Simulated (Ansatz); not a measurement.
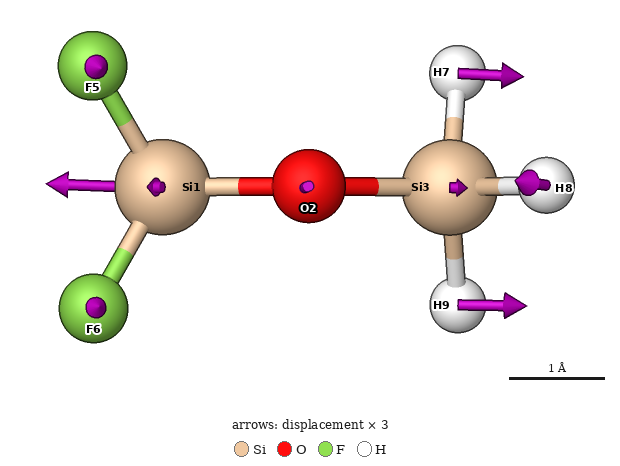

A relaxation of Si$_{2}$H$_{3}$OF$_{3}$. The starting structure is drawn; purple arrows show the displacements, 3 times their true length. The two geometries are superimposed by the best rigid fit.

The picture is a ball-and-stick view, seen face on.

It is one of the separated reactants of a reaction.

Computed with RKS PBE0-D4/def2-TZVP in Ansatz. Set-up: force threshold 0.005 eV/Å; at most 200 steps.

### Describe the change and its energy.

The energy falls by 0.061 eV in 9 accepted moves (10 points after the start). The largest force component goes from 1.3 to 0.0014 eV/Å. The line search rejected the trial step at point 9 of the run. The forces were under the threshold at step 8, but the run went on from there. An F atom moves most after the best rigid fit: 0.40 Å. By element the largest moves are F 0.40 Å, O 0.32 Å, H 0.25 Å, Si 0.07 Å. Near-neighbour distances that change, for instance: O–Si 1.683 → 1.646 Å, O–Si 1.617 → 1.585 Å, F–Si 1.561 → 1.569 Å. Among the angles between lasting bonds that change: Si–O–Si 133.9° → 155.2°, O–Si–F 108.9° → 111.5°, O–Si–H 105.4° → 107.5°. The run took about 16 s of wall time on a shared GPU.
